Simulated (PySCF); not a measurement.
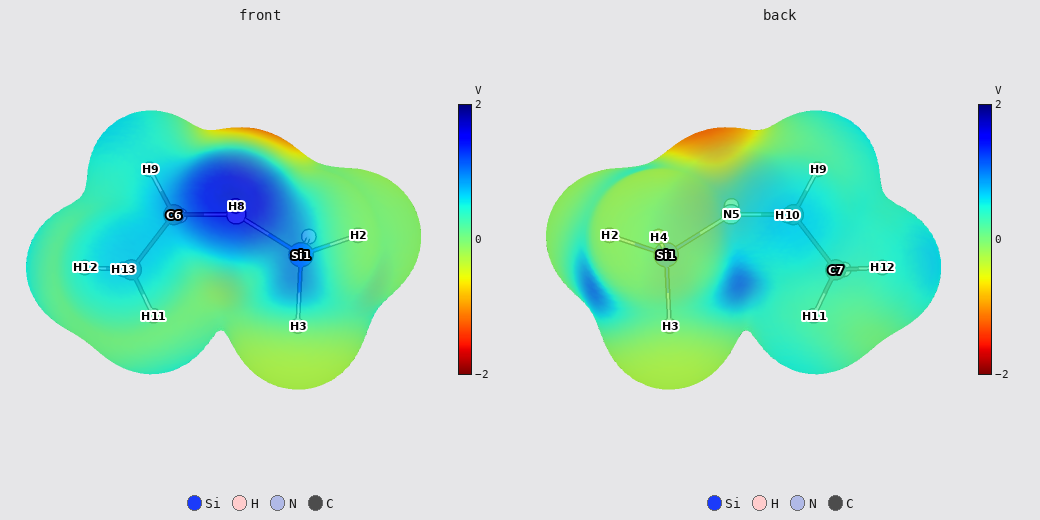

*C2H9NSi (SMILES [H][Si]([H])([H])NCC). The molecular electrostatic potential painted on the density surface at 0.002 e/bohr³, seen from the front and from behind; red is negative and blue positive.*

Geometry: PBE0-D3(BJ)/def2-SVP.

All numbers below come from PBE0/pcSseg-1, SCF density, gas phase, non-relativistic (PySCF 2.14.0).

```yaml
atoms:
  - { symbol: Si, position_ang: [0.4448, 1.5001, 1.1373] }
  - { symbol: H, position_ang: [0.0874, 1.8936, 2.5335] }
  - { symbol: H, position_ang: [1.9108, 1.1675, 1.1280] }
  - { symbol: H, position_ang: [0.2632, 2.6496, 0.1972] }
  - { symbol: N, position_ang: [-0.6338, 0.2308, 0.6652] }
  - { symbol: C, position_ang: [-0.7088, -0.3109, -0.6753] }
  - { symbol: C, position_ang: [0.2776, -1.4342, -0.9675] }
  - { symbol: H, position_ang: [-0.9319, -0.4200, 1.3839] }
  - { symbol: H, position_ang: [-1.7378, -0.6631, -0.8720] }
  - { symbol: H, position_ang: [-0.5449, 0.5166, -1.3877] }
  - { symbol: H, position_ang: [1.3161, -1.0939, -0.8302] }
  - { symbol: H, position_ang: [0.1729, -1.8010, -2.0008] }
  - { symbol: H, position_ang: [0.1152, -2.2875, -0.2895] }
```

Q: Which sites attract a positive test charge, and which a negative one?

A: A positive charge is drawn to the negative regions and a negative charge to the positive ones. The most negative region (about −1.1 V) lies over N5, the most positive (about +1.6 V) over H8. N5 is the likeliest acceptor of a hydrogen bond.

Q: How polar is the molecule by this calculation?

A: Its dipole moment is 1.24 D.
